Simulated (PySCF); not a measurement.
**NMR shielding calculation of C6H9NOSi**

- system: C6H9NOSi, SMILES C#CC(=O)N[SiH2]C1CC1
- method: GIAO PBE0/pcSseg-1 NMR shielding, non-relativistic, gas phase (PySCF 2.14.0)

The geometry comes from this level: GFN2-xTB. It belongs to a series of runs on one base structure; here: constitutional isomer. Figures and captions count atoms from 1; the log counts them from 0 in places.

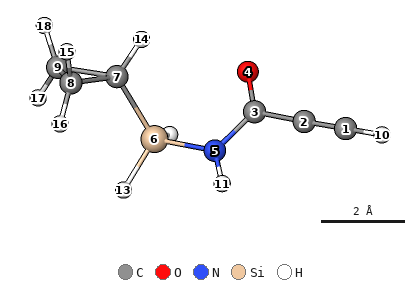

Figure 1. The structure as given in the input (ball-and-stick view, seen at a tilt; atoms are numbered from 1 in the order of the input).

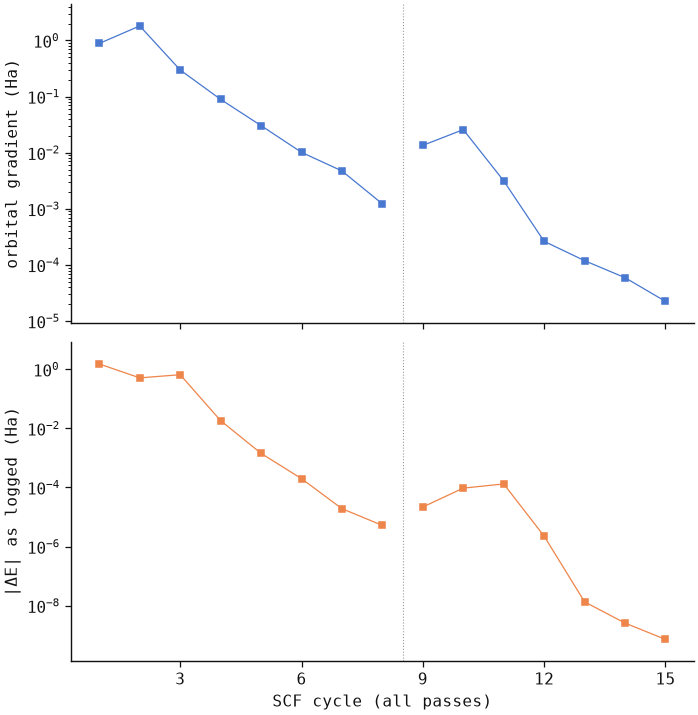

Figure 2. Convergence of the self-consistent field: orbital gradient and size of the energy change against the SCF cycle. The dotted line marks the change from a coarse to the final integration grid. The first 8 cycles use a coarse grid, the final grid takes over at cycle 9, and the field converges after 15 cycles in all.

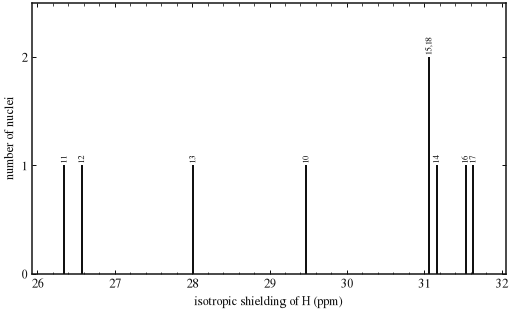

Figure 3. Isotropic shieldings of the hydrogen nuclei in this fixed geometry, labelled by atom number; shielding grows to the right, so chemical shift grows to the left. The least shielded is H11 (26.3 ppm), the most shielded H17 (31.6 ppm).

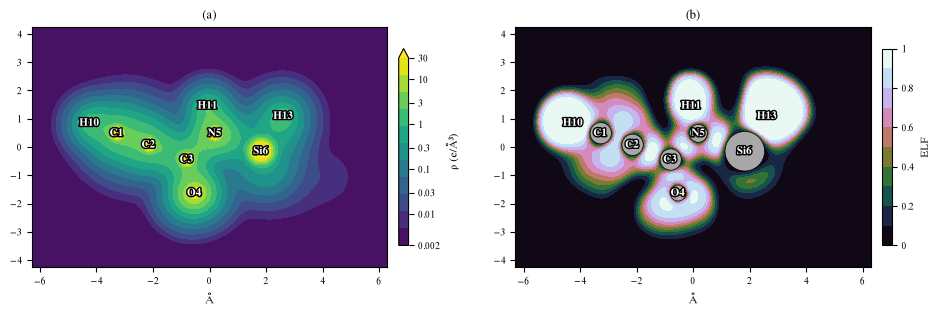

Figure 4. (a) total electron density; (b) ELF on the plane of atoms Si6, N5 and H11. Grey discs, where drawn, cover atomic cores. Atoms in the plane: C, O, N, Si and H. C–C (1.20 Å): ρ at the midpoint is about 2.8 e/Å³; the ELF peaks at about 0.85 between the atoms (a double or triple bond). C–O (1.22 Å): ρ at the midpoint is about 3.2 e/Å³; the ELF peaks at about 0.85 between the atoms; a multiple bond by its length, whose ELF region spreads away from the axis.

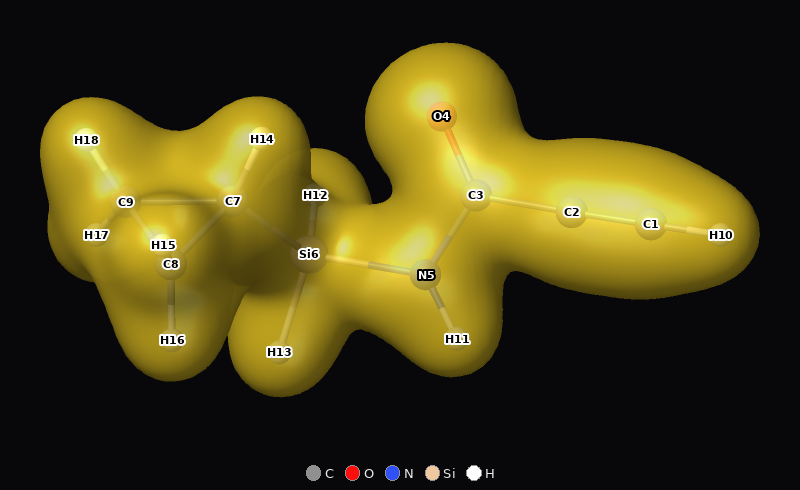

Figure 5. Isosurface of the electron density at 0.2 e/Å³ (yellow), seen from the side. At this value the surface is in one piece. On the grid the lowest density along these lines, outside the cores, is 2.7 e/Å³ (C–C, 1.20 Å), 2.8 e/Å³ (C–O, 1.22 Å), 2.3 e/Å³ (C–N, 1.35 Å) and 0.82 e/Å³ (Si–N, 1.76 Å).

The input that produced these results follows, with the program's output.

## Input
```
{"job": {"kind": "nmr", "xc": "PBE0", "basis": "pcSseg-1"}, "charge": 0, "multiplicity": 1}
C      4.533406    -0.013241     0.021787
C      3.369869     0.022795    -0.268792
C      1.970971     0.095505    -0.621703
O      1.486225     1.002687    -1.268881
N      1.207479    -0.926197    -0.181075
Si    -0.496181    -0.842953    -0.618414
C     -1.316359     0.603421     0.254231
C     -2.032081     0.399853     1.564230
C     -2.817483     0.663584     0.325615
H      5.552961    -0.047981     0.273152
H      1.647405    -1.667723     0.338358
H     -0.604373    -0.777039    -2.072178
H     -0.981384    -2.126575    -0.095900
H     -0.823256     1.561329     0.141533
H     -1.965324     1.180052     2.308257
H     -2.064616    -0.594119     1.984973
H     -3.379692    -0.151802    -0.104414
H     -3.296327     1.624722     0.213288
```

The first line tells a small driver script what to run in PySCF; the rest is the geometry in Å.

Run as:
```bash
OMP_NUM_THREADS=1 python <driver script> task.json out
```

## Output
```
coarse grid: 15872 points
cycle   1  E = -652.6363378434  dE =  1.510e+00  |g| = 8.851e-01  |ddm| = 4.083e+00
cycle   2  E = -652.1251908922  dE =  5.111e-01  |g| = 1.814e+00  |ddm| = 2.589e+00
cycle   3  E = -652.7791311611  dE = -6.539e-01  |g| = 2.979e-01  |ddm| = 2.013e+00
cycle   4  E = -652.7973621808  dE = -1.823e-02  |g| = 8.929e-02  |ddm| = 2.921e-01
cycle   5  E = -652.7987888686  dE = -1.427e-03  |g| = 3.045e-02  |ddm| = 7.443e-02
cycle   6  E = -652.7989874566  dE = -1.986e-04  |g| = 1.018e-02  |ddm| = 2.985e-02
cycle   7  E = -652.7990066306  dE = -1.917e-05  |g| = 4.742e-03  |ddm| = 9.027e-03
cycle   8  E = -652.7990118243  dE = -5.194e-06  |g| = 1.229e-03  |ddm| = 4.026e-03
final grid: 149728 points
cycle   9  E = -652.8609984295  dE = -2.184e-05  |g| = 1.355e-02  |ddm| = 4.668e-02
cycle  10  E = -652.8609034869  dE =  9.494e-05  |g| = 2.582e-02  |ddm| = 3.096e-02
cycle  11  E = -652.8610350695  dE = -1.316e-04  |g| = 3.159e-03  |ddm| = 2.176e-02
cycle  12  E = -652.8610373181  dE = -2.249e-06  |g| = 2.646e-04  |ddm| = 2.765e-03
cycle  13  E = -652.8610373315  dE = -1.346e-08  |g| = 1.197e-04  |ddm| = 3.908e-04
cycle  14  E = -652.8610373341  dE = -2.579e-09  |g| = 5.958e-05  |ddm| = 1.495e-04
cycle  15  E = -652.8610373348  dE = -7.219e-10  |g| = 2.256e-05  |ddm| = 5.377e-05
converged SCF energy = -652.8610373348

GIAO shielding tensors (ppm)
atom      isotropic    diamagn.    paramagn.     s11        s22        s33       span
  0 C      105.992     257.012    -151.020     36.787     47.329    233.860    197.073
  1 C      105.505     249.579    -144.074      0.499     19.791    296.224    295.725
  2 C       25.887     249.052    -223.165    -64.499     45.323     96.837    161.336
  3 O     -117.060     404.980    -522.040   -418.317   -250.166    317.302    735.619
  4 N      129.501     330.431    -200.930     15.286    152.662    220.555    205.269
  5 Si     382.672     881.621    -498.950    337.483    368.305    442.228    104.745
  6 C      191.423     250.437     -59.015    160.071    186.922    227.275     67.203
  7 C      181.463     251.935     -70.472    152.155    176.155    216.081     63.926
  8 C      185.913     256.045     -70.131    160.248    179.990    217.502     57.254
  9 H       29.475      32.605      -3.131     24.826     25.112     38.486     13.660
 10 H       26.348      33.605      -7.257     21.394     27.425     30.225      8.830
 11 H       26.574      29.775      -3.200     22.397     25.296     32.030      9.633
 12 H       28.012      31.090      -3.078     24.178     27.150     32.708      8.530
 13 H       31.159      33.169      -2.010     23.159     29.249     41.070     17.911
 14 H       31.061      30.659       0.402     25.376     26.480     41.326     15.950
 15 H       31.533      31.684      -0.150     25.810     28.425     40.365     14.555
 16 H       31.633      31.343       0.290     25.497     28.576     40.825     15.328
 17 H       31.067      30.480       0.586     25.068     26.523     41.610     16.543
```

## Results in brief

- outcome: converged
- total energy: −652.861037 hartree
- HOMO: −7.89 eV
- LUMO: −1.16 eV
- dipole moment: 3.16 D
- isotropic shielding, C: 25.9 to 191.4 ppm
- isotropic shielding, O: −117.1 ppm
- isotropic shielding, N: 129.5 ppm
- isotropic shielding, Si: 382.7 ppm
- isotropic shielding, H: 26.3 to 31.6 ppm
- hardware: 1 CPU thread, shared host
- wall time: 51 s
- peak memory: 0.89 GiB
